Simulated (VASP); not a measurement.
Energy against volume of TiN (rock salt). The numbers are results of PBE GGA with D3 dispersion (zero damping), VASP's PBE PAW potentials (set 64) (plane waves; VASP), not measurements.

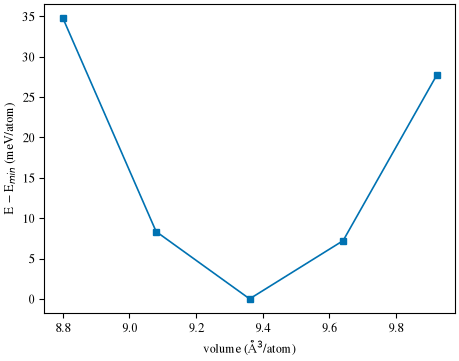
Fig. 1. Energy against volume

Task: Estimate the equilibrium volume and the bulk modulus.

Result: The minimum lies near 9.4 Å³/atom, and the curvature gives B0 of about 290 GPa.

Measured: bulk modulus 288 GPa (computed value off by +2.2 %), as given by V. Krasnenko et al., Solid State Sciences (2013), arXiv:1306.3139; a 4.239 Å (computed value off by -0.6 %), as given by Guo-Xu Zhang et al., New Journal of Physics (2018), doi:10.1088/1367-2630/aac7f0. The calculation is for a static lattice, while the measured bulk modulus, a hold thermal and zero-point effects, which are part of the difference.

The compound is TiN in the rock salt structure. It was relaxed first.
